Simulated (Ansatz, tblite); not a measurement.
**The cluster B₅N₄+: a ladder of methods and basis sets**

Aim: run the singlet of the cluster B₅N₄+ at one geometry on many levels, and compare frontier levels, spin and run time.

Computed with Ansatz 0.2.0, Gaussian basis. Level: as each input shows.

Plan: GFN1-xTB, GFN2-xTB, PBE-D4/def2-TZVP, r2SCAN-D4/def2-TZVP, BHLYP-D4/def2-TZVP, ωB97M-V/def2-TZVP, ωB97X-V/def2-TZVP, PBE-D4/def2-SVP, PBE0-D4/def2-SVP, CCSD(T)/def2-SVP, MP2/def2-TZVP.

2 further runs of the same task are left out: 2 set aside as unsound or not needed. Runs told in other sessions of the task aren't counted.

## 1. The structure

The geometry is that of the singlet, from an earlier relaxation (r2SCAN-D4/def2-SVP). At that level it is the lowest of the isomers that a small search found.

9 atoms, charge 1, spin multiplicity 1.

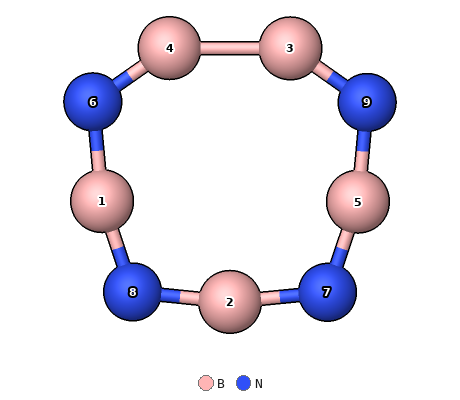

The geometry (boron pink, nitrogen blue); atoms are numbered from 1 in the order of the file.

The ion is computed in the gas phase, without counter-ions or solvent.

PBE0-D4/def2-TZVP was run before; its log isn't repeated, and its numbers join the tables.

## 2. GFN1-xTB

Tight binding, by tblite at 300 K electronic temperature and without a spin-polarisation term:

```python
tblite.interface.Calculator('GFN1-xTB', numbers, positions, charge=1, uhf=0).singlepoint()
```

Energy -527.7498 eV, HOMO -17.03 eV, LUMO -13.96 eV; 0.004 s.

## 3. GFN2-xTB

Tight binding, by tblite at 300 K electronic temperature and without a spin-polarisation term:

```python
tblite.interface.Calculator('GFN2-xTB', numbers, positions, charge=1, uhf=0).singlepoint()
```

Energy -475.9331 eV, HOMO -16.74 eV, LUMO -14.02 eV; 0.004 s.

## 4. PBE-D4/def2-TZVP

start.molden holds the orbitals of an earlier run on this state, given as this run's starting guess.

Contents of in.yaml:

```yaml
crystal:
  periodic: [false, false, false]
  atoms:
    - {symbol: B, position_ang: [-0.548844, 1.691024, -0.061302]}
    - {symbol: B, position_ang: [-1.702644, -0.209764, -0.036424]}
    - {symbol: B, position_ang: [1.845479, -0.603475, 0.062865]}
    - {symbol: B, position_ang: [1.644941, 1.033478, 0.011737]}
    - {symbol: B, position_ang: [-0.124367, -1.773966, 0.046930]}
    - {symbol: N, position_ang: [0.784903, 1.982110, -0.036373]}
    - {symbol: N, position_ang: [-1.408093, -1.512899, 0.007703]}
    - {symbol: N, position_ang: [-1.731357, 1.126112, -0.074783]}
    - {symbol: N, position_ang: [1.239982, -1.732620, 0.079646]}
basis:
  gaussian: {orbitals: def2-TZVP, initial_orbitals: start.molden}
total_charge: 1
hamiltonian: {xc: pbe, dispersion: d4}
scf: {omitted_lower_state_checks: [starts]}
output: {forces: true, orbitals: {seedname: orbitals}}
```

Command:

```console
> ansatz run in.yaml --threads 4 --pin off --events-out ev --progress --plain --max-ram 4787MiB
```

Standard output, cut to the lines that bear on the results:

```text
Functional definition: PBE
  name "PBE"
  cite "Perdew, Burke & Ernzerhof, Phys. Rev. Lett. 77, 3865 (1996) doi:10.1103/PhysRevLett.77.3865"
  parent pbe
[...]
1465 factors; their error is unknown
[...]
mean field -9328.01911035 eV, -342.7983795470 hartree, gradient 1.9e-5 eV, S^2 0.000000; 0 other end points of the search recorded, 0 dependent functions left out
[...]
reference -9328.01916397 eV, -342.7983815175 hartree; 26, 26 occupied and 253, 253 virtual orbitals, 1465 factors
Total energy: -9328.36978686 eV, -342.8112666709 hartree
Atom 0 at    -0.548844     1.691024    -0.061302 Å, force     0.024977    -0.007631     0.000732 eV/Å
Atom 1 at    -1.702644    -0.209764    -0.036424 Å, force     0.044055     0.005436     0.001219 eV/Å
Atom 2 at     1.845479    -0.603475     0.062865 Å, force     0.045228     0.407086    -0.010367 eV/Å
Atom 3 at     1.644941     1.033478     0.011737 Å, force     0.142128    -0.384008     0.014367 eV/Å
Atom 4 at    -0.124367    -1.773966     0.046930 Å, force     0.022408     0.013460     0.000193 eV/Å
Atom 5 at     0.784903     1.982110    -0.036373 Å, force     0.095215     0.175584    -0.002538 eV/Å
Atom 6 at    -1.408093    -1.512899     0.007703 Å, force    -0.229267    -0.236688     0.000810 eV/Å
Atom 7 at    -1.731357     1.126112    -0.074783 Å, force    -0.279558     0.174032    -0.011931 eV/Å
Atom 8 at     1.239982    -1.732620     0.079646 Å, force     0.134814    -0.147271     0.007515 eV/Å
Dipole moment:     0.790690     0.097392     0.016886 e Å
Checks for a lower state left out: starts
```

It took 1.8 s on 4 threads of Intel Xeon 6975P-C, shared host.

From the report: HOMO -12.26 eV, LUMO -9.05 eV.

## 5. r2SCAN-D4/def2-TZVP

in.yaml, as its differences from that of step 4:

```diff
@@ -15,4 +15,4 @@
 total_charge: 1
-hamiltonian: {xc: pbe, dispersion: d4}
+hamiltonian: {xc: r2scan, dispersion: d4}
 scf: {omitted_lower_state_checks: [starts]}
-output: {forces: true, orbitals: {seedname: orbitals}}
+output: {orbitals: {seedname: orbitals}}
```

The command is unchanged.

Standard output:

```text
Functional definition: r2SCAN
  name "r2SCAN"
  cite "Furness, Kaplan, Ning, Perdew & Sun, J. Phys. Chem. Lett. 11, 8208 (2020) doi:10.1021/acs.jpclett.0c02405"
  cite "Furness, Kaplan, Ning, Perdew & Sun, J. Phys. Chem. Lett. 11, 9248 (2020) doi:10.1021/acs.jpclett.0c03077"
  parent r2scan
  parameter k0 = 0.174
  parameter k1 = 0.065
  parameter a1 = 4.9479
  exchange = r2scan_x(k0 = k0, k1 = k1, a1 = a1)
  correlation = r2scan_c
these checks for a lower state are left out or cut short: starts
1465 factors; their error is unknown
mean field evaluation 1: about -9334.7631 eV, gradient 5.6e0 eV
mean field evaluation 2: about -9334.8079 eV, gradient 5.9e-2 eV
mean field evaluation 4: about -9334.8010 eV, gradient 2.0e-4 eV
mean field -9334.80096461 eV, -343.0476080939 hartree, gradient 2.1e-5 eV, S^2 0.000000; 0 other end points of the search recorded, 0 dependent functions left out
reference -9334.80098039 eV, -343.0476086740 hartree; 26, 26 occupied and 253, 253 virtual orbitals, 1465 factors
Total energy: -9334.88895793 eV, -343.0508417888 hartree
Checks for a lower state left out: starts
```

Run time: 2.4 s. Hardware: 4 threads of Intel Xeon 6975P-C, shared host.

HOMO -12.45 eV, LUMO -8.89 eV.

## 6. BHLYP-D4/def2-TZVP

in.yaml, as its differences from that of step 5:

```diff
@@ -15,3 +15,3 @@
 total_charge: 1
-hamiltonian: {xc: r2scan, dispersion: d4}
+hamiltonian: {xc: {name: BHLYP}, dispersion: d4}
 scf: {omitted_lower_state_checks: [starts]}
```

Launched as before.

Standard output:

```text
Functional definition: BHLYP
  name "BHLYP"
  cite "Becke, J. Chem. Phys. 98, 1372 (1993) doi:10.1063/1.464304"
  cite "Becke, Phys. Rev. A 38, 3098 (1988) doi:10.1103/PhysRevA.38.3098"
  cite "Lee, Yang & Parr, Phys. Rev. B 37, 785 (1988) doi:10.1103/PhysRevB.37.785"
  parameter a = 0.5
  exchange = (1 - a)*b88_x + a*exact_x
  correlation = lyp_c
these checks for a lower state are left out or cut short: starts
1721 factors; their error is unknown
mean field evaluation 1: about -9335.2547 eV, gradient 8.5e0 eV
mean field evaluation 2: about -9335.3890 eV, gradient 1.9e-1 eV
mean field evaluation 4: about -9335.4385 eV, gradient 6.2e-4 eV
mean field -9335.43849536 eV, -343.0710369170 hartree, gradient 2.1e-5 eV, S^2 0.000000; 0 other end points of the search recorded, 0 dependent functions left out
reference -9335.43869068 eV, -343.0710440950 hartree; 26, 26 occupied and 253, 253 virtual orbitals, 1721 factors
Total energy: -9335.87413461 eV, -343.0870463640 hartree
Checks for a lower state left out: starts
```

Run time: 2.2 s. Hardware: 4 threads of Intel Xeon 6975P-C, shared host; peak memory 0.83 GiB.

Report: HOMO -14.46 eV, LUMO -7.18 eV.

## 7. ωB97M-V/def2-TZVP

in.yaml, as its differences from that of step 6:

```diff
@@ -15,3 +15,3 @@
 total_charge: 1
-hamiltonian: {xc: {name: BHLYP}, dispersion: d4}
+hamiltonian: {xc: {name: wB97M-V}}
 scf: {omitted_lower_state_checks: [starts]}
```

Same command.

Standard output, cut to the lines that bear on the results:

```text
Functional definition: wB97M-V
  name "wB97M-V"
  cite "Mardirossian & Head-Gordon, J. Chem. Phys. 144, 214110 (2016) doi:10.1063/1.4952647"
  cite "Becke, J. Chem. Phys. 107, 8554 (1997) doi:10.1063/1.475007"
  cite "Vydrov & Van Voorhis, J. Chem. Phys. 133, 244103 (2010) doi:10.1063/1.3521275"
  # Of w^i u^j: cxij and so on, Table III.
[...]
  gx(w, u) = 1 - cx + cx01*u + cx10*w
  gss(w, u) = css00 + css04*u^4 + css10*w + css20*w^2 + css43*w^4*u^3
  gos(w, u) = cos00 + cos10*w + (cos20 + cos21*u)*w^2 + (cos60 + cos61*u)*w^6
[...]
      + integral(e_c_pw_mod_opposite_spin*gos(b97_w_opposite, b97_u_opposite)) + vv10(b, c)
[...]
1465 factors; their error is unknown
350 factors; integrals over basis functions are off by at most 8.9e-6 eV
[...]
mean field -9337.89857637 eV, -343.1614432267 hartree, gradient 1.3e-5 eV, S^2 0.000000; 0 other end points of the search recorded, 0 dependent functions left out
reference -9337.89863932 eV, -343.1614455401 hartree; 26, 26 occupied and 253, 253 virtual orbitals, 1465 factors
Total energy: -9337.89863932 eV, -343.1614455401 hartree
Checks for a lower state left out: starts
```

Run time: 4.7 s. Hardware: 4 threads of Intel Xeon 6975P-C, shared host; peak memory 0.98 GiB.

HOMO -15.57 eV, LUMO -6.10 eV.

## 8. ωB97X-V/def2-TZVP

in.yaml, as its differences from that of step 7:

```diff
@@ -15,3 +15,3 @@
 total_charge: 1
-hamiltonian: {xc: {name: wB97M-V}}
+hamiltonian: {xc: {name: wB97X-V}}
 scf: {omitted_lower_state_checks: [starts]}
```

Launched as before.

Standard output, cut to the lines that bear on the results:

```text
Functional definition: wB97X-V
  name "wB97X-V"
  cite "Mardirossian & Head-Gordon, Phys. Chem. Chem. Phys. 16, 9904 (2014) doi:10.1039/C3CP54374A"
  cite "Becke, J. Chem. Phys. 107, 8554 (1997) doi:10.1063/1.475007"
  cite "Vydrov & Van Voorhis, J. Chem. Phys. 133, 244103 (2010) doi:10.1063/1.3521275"
[...]
      + integral(e_c_pw_opposite_spin*poly(b97_u_opposite, cos0, cos1)) + vv10(b, c)
[...]
1465 factors; their error is unknown
350 factors; integrals over basis functions are off by at most 8.9e-6 eV
[...]
mean field -9337.23505783 eV, -343.1370593699 hartree, gradient 1.8e-5 eV, S^2 0.000000; 0 other end points of the search recorded, 0 dependent functions left out
reference -9337.23505527 eV, -343.1370592759 hartree; 26, 26 occupied and 253, 253 virtual orbitals, 1465 factors
Total energy: -9337.23505527 eV, -343.1370592759 hartree
Checks for a lower state left out: starts
```

Run time: 4.3 s. Hardware: 4 threads of Intel Xeon 6975P-C, shared host; peak memory 0.97 GiB.

Report: HOMO -15.67 eV, LUMO -6.00 eV.

## 9. PBE-D4/def2-SVP

in.yaml, as its differences from that of step 8:

```diff
@@ -13,5 +13,5 @@
 basis:
-  gaussian: {orbitals: def2-TZVP, initial_orbitals: start.molden}
+  gaussian: {orbitals: def2-SVP, initial_orbitals: start.molden}
 total_charge: 1
-hamiltonian: {xc: {name: wB97X-V}}
+hamiltonian: {xc: pbe, dispersion: d4}
 scf: {omitted_lower_state_checks: [starts]}
```

The command is unchanged.

Standard output:

```text
Functional definition: PBE
  name "PBE"
  cite "Perdew, Burke & Ernzerhof, Phys. Rev. Lett. 77, 3865 (1996) doi:10.1103/PhysRevLett.77.3865"
  parent pbe
  parameter kappa = 0.804
  parameter beta = 0.06672455060314922
  exchange = pbe_x(kappa = kappa, mu = beta*pi^2/3)
  correlation = pbe_c(beta = beta)
these checks for a lower state are left out or cut short: starts
1458 factors; their error is unknown
mean field evaluation 1: about -9317.8859 eV, gradient 9.5e0 eV
mean field evaluation 2: about -9318.1629 eV, gradient 1.8e-1 eV
mean field evaluation 4: about -9318.1065 eV, gradient 2.0e-4 eV
mean field -9318.10652136 eV, -342.4340986207 hartree, gradient 1.0e-5 eV, S^2 0.000000; 0 other end points of the search recorded, 0 dependent functions left out
reference -9318.10656076 eV, -342.4341000684 hartree; 26, 26 occupied and 100, 100 virtual orbitals, 1458 factors
Total energy: -9318.45718364 eV, -342.4469852218 hartree
Checks for a lower state left out: starts
```

Run time: 0.6 s. Hardware: 4 threads of Intel Xeon 6975P-C, shared host.

From the report: HOMO -12.31 eV, LUMO -9.08 eV.

## 10. PBE0-D4/def2-SVP

in.yaml, as its differences from that of step 9:

```diff
@@ -15,3 +15,3 @@
 total_charge: 1
-hamiltonian: {xc: pbe, dispersion: d4}
+hamiltonian: {xc: pbe0, dispersion: d4}
 scf: {omitted_lower_state_checks: [starts]}
```

Launched as before.

Standard output:

```text
Functional definition: PBE0
  name "PBE0"
  cite "Adamo & Barone, J. Chem. Phys. 110, 6158 (1999) doi:10.1063/1.478522"
  cite "Perdew, Burke & Ernzerhof, Phys. Rev. Lett. 77, 3865 (1996) doi:10.1103/PhysRevLett.77.3865"
  parent pbe
  parameter a = 0.25
  parameter kappa = 0.804
  parameter beta = 0.06672455060314922
  exchange = (1 - a)*pbe_x(kappa = kappa, mu = beta*pi^2/3) + a*exact_x
  correlation = pbe_c(beta = beta)
these checks for a lower state are left out or cut short: starts
1458 factors; their error is unknown
mean field evaluation 1: about -9318.3449 eV, gradient 7.2e0 eV
mean field evaluation 2: about -9318.4664 eV, gradient 8.0e-2 eV
mean field evaluation 4: about -9318.4681 eV, gradient 8.7e-5 eV
mean field -9318.46806188 eV, -342.4473849897 hartree, gradient 1.0e-5 eV, S^2 0.000000; 0 other end points of the search recorded, 0 dependent functions left out
reference -9318.46809167 eV, -342.4473860844 hartree; 26, 26 occupied and 100, 100 virtual orbitals, 1458 factors
Total energy: -9318.76863323 eV, -342.4584307830 hartree
Checks for a lower state left out: starts
```

Wall time 0.75 s (4 threads of Intel Xeon 6975P-C, shared host).

Report: HOMO -13.51 eV, LUMO -8.24 eV.

## 11. CCSD(T)/def2-SVP

in.yaml, as its differences from that of step 10:

```diff
@@ -15,3 +15,3 @@
 total_charge: 1
-hamiltonian: {xc: pbe0, dispersion: d4}
+correlation: {method: ccsd_t}
 scf: {omitted_lower_state_checks: [starts]}
```

Same command.

Standard output, cut to the lines that bear on the results:

```text
Functional definition: HF
  name "HF"
  cite "Fock, Z. Phys. 61, 126 (1930) doi:10.1007/BF01340294"
  parent pbe
[...]
1280 factors; integrals over basis functions are off by at most 1.1e-3 eV
[...]
mean field -9275.59436499 eV, -340.8718056897 hartree, gradient 1.2e-6 eV, S^2 0.000000; 0 other end points of the search recorded, 0 dependent functions left out
9 core orbitals not correlated: weight in the atoms' cores, before any rotation towards them, 1.000 or more for the frozen orbitals, at most 0.000 for the correlated occupied ones
reference -9275.59436499 eV, -340.8718056897 hartree; 17, 17 occupied and 100, 100 virtual orbitals, 1280 factors
second order -26.00318978 eV of doubles, -0.00000000 eV of singles
cycle   1  -25.56953548 eV  change    4.3e-1 eV  update   1.7e-1
[...]
cycle  12  -26.58678342 eV  change   -1.8e-5 eV  update   7.0e-6
perturbative correction -1.32109495 eV, -0.0485493439 hartree
Total energy: -9303.50224335 eV, -341.8974013029 hartree
Checks for a lower state left out: starts
```

It took 4.1 s on 4 threads of Intel Xeon 6975P-C, shared host; peak memory 0.86 GiB.

From the report: Hartree-Fock HOMO -16.25 eV, LUMO -4.71 eV; T1 0.022. Doubts: large T1 diagnostic.

## 12. MP2/def2-TZVP

in.yaml, as its differences from that of step 11:

```diff
@@ -13,5 +13,5 @@
 basis:
-  gaussian: {orbitals: def2-SVP, initial_orbitals: start.molden}
+  gaussian: {orbitals: def2-TZVP, initial_orbitals: start.molden}
 total_charge: 1
-correlation: {method: ccsd_t}
+correlation: {method: mp2}
 scf: {omitted_lower_state_checks: [starts]}
```

The command is unchanged.

Standard output:

```text
Functional definition: HF
  name "HF"
  cite "Fock, Z. Phys. 61, 126 (1930) doi:10.1007/BF01340294"
  parent pbe
  exchange = exact_x
  correlation = 0
these checks for a lower state are left out or cut short: starts
1776 factors; integrals over basis functions are off by at most 1.1e-3 eV
mean field evaluation 1: about -9284.1917 eV, gradient 3.1e1 eV
mean field evaluation 2: about -9285.4270 eV, gradient 1.4e0 eV
mean field evaluation 4: about -9285.9114 eV, gradient 2.2e-2 eV
mean field evaluation 8: about -9285.9114 eV, gradient 2.8e-6 eV
mean field -9285.91140921 eV, -341.2509500715 hartree, gradient 6.4e-6 eV, S^2 0.000000; 0 other end points of the search recorded, 0 dependent functions left out
9 core orbitals not correlated: weight in the atoms' cores, before any rotation towards them, 1.000 or more for the frozen orbitals, at most 0.000 for the correlated occupied ones
reference -9285.91140921 eV, -341.2509500715 hartree; 17, 17 occupied and 253, 253 virtual orbitals, 1776 factors
second order -31.31446450 eV of doubles, -0.00000000 eV of singles
Total energy: -9317.22587371 eV, -342.4017354161 hartree
Checks for a lower state left out: starts
```

It took 2.7 s on 4 threads of Intel Xeon 6975P-C, shared host; peak memory 0.87 GiB.

Hartree-Fock HOMO -16.13 eV, LUMO -4.67 eV.

## 13. Levels side by side

```
              level  functions  HOMO (eV)  LUMO (eV)  gap (eV)    time
    PBE-D4/def2-SVP        126     -12.31      -9.08      3.23   0.6 s
   PBE-D4/def2-TZVP        279     -12.26      -9.05      3.21   1.8 s
r2SCAN-D4/def2-TZVP        279     -12.45      -8.89      3.55   2.4 s
   PBE0-D4/def2-SVP        126     -13.51      -8.24      5.27  0.75 s
  PBE0-D4/def2-TZVP        279     -13.43      -8.19      5.24   2.5 s
 BHLYP-D4/def2-TZVP        279     -14.46      -7.18      7.28   2.2 s
  ωB97X-V/def2-TZVP        279     -15.67      -6.00      9.67   4.3 s
  ωB97M-V/def2-TZVP        279     -15.57      -6.10      9.47   4.7 s
```

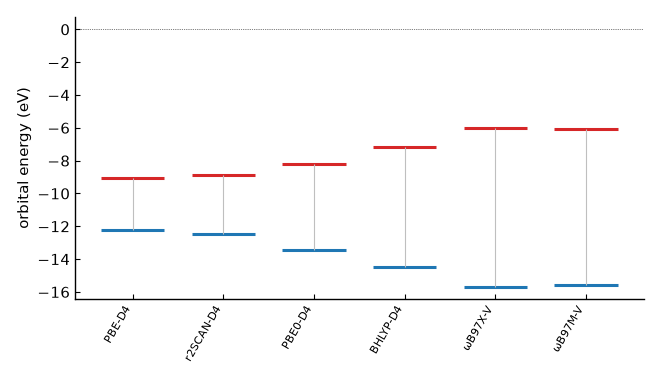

Highest filled (blue) and lowest empty (red) level in def2-TZVP.

Energy pieces by basis (eV):

```
    basis          HF  MP2 correlation  CCSD correlation      (T)             total
 def2-SVP  -9275.5944         -26.0032          -26.5868  -1.3211        -9303.5022
def2-TZVP  -9285.9114         -31.3145                             -9317.2259 (MP2)
```

## 14. Summary of results

```
                                                 quantity                                value
gap in def2-TZVP, named functionals, smallest and largest  3.21 eV (PBE-D4), 9.67 eV (ωB97X-V)
                     correlation energy, CCSD(T)/def2-SVP                            -27.91 eV
                        correlation energy, MP2/def2-TZVP                            -31.31 eV
          PBE0 total energy, smallest basis above largest        9.93 eV (def2-SVP, def2-TZVP)
```

**Reading.** Over the named functionals in def2-TZVP the gap runs from 3.21 eV (PBE-D4) to 9.67 eV (ωB97X-V); exact exchange widens it. Notes on CCSD(T)/def2-SVP: large T1 diagnostic.

The slowest run with a step of its own, ωB97M-V/def2-TZVP, took 4.7 s; the quickest functional in def2-TZVP took 1.8 s (shared host).
